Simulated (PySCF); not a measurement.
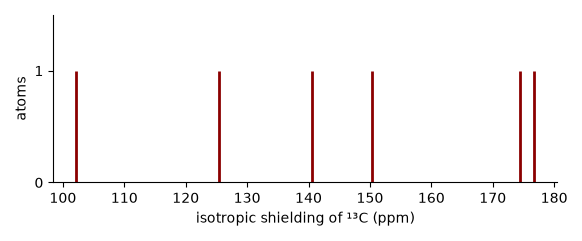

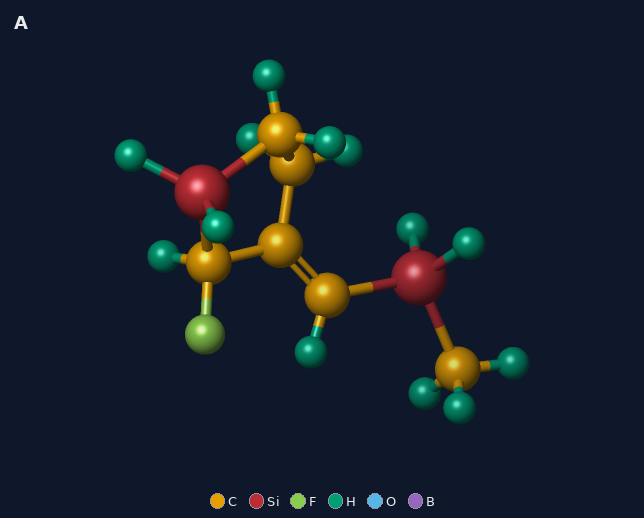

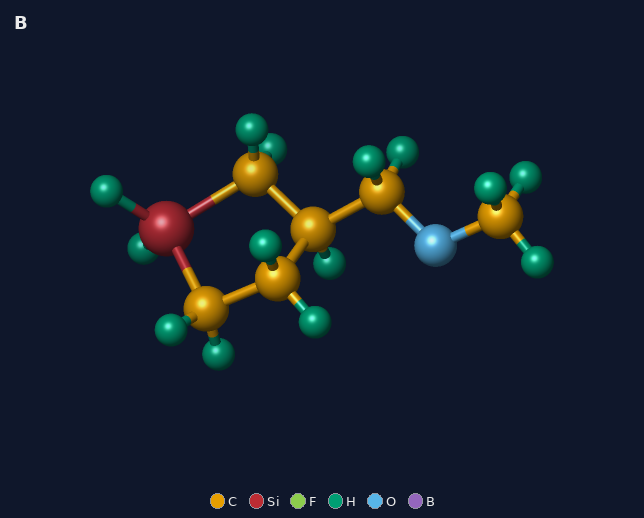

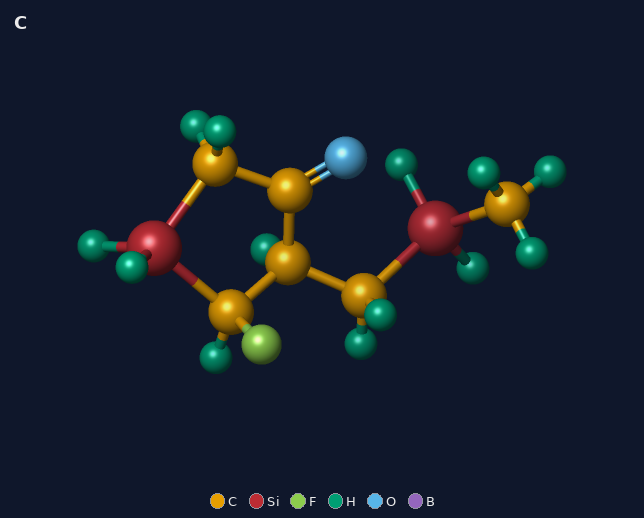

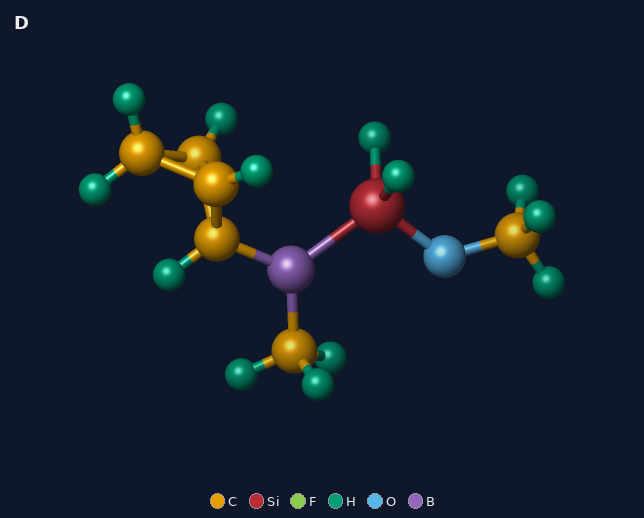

The sticks are computed shieldings of one of the molecules, for one fixed geometry (GFN2-xTB) without averaging over rotations. Low shielding means a high chemical shift. Method: GIAO PBE0/pcSseg-1 NMR shielding, non-relativistic, gas phase (PySCF 2.14.0).

### Match the spectrum to a structure.

B, `COC[C@H]1CC[SiH2]C1`. Its 6 C atoms give lines at 102.1, 125.5, 140.5, 150.3, 174.4, 176.8 ppm.

The geometry is semi-empirical. Around B, Si such bond lengths and angles can be off by a tenth of an ångström or more and by several degrees, and values that hang on the shape move with them.
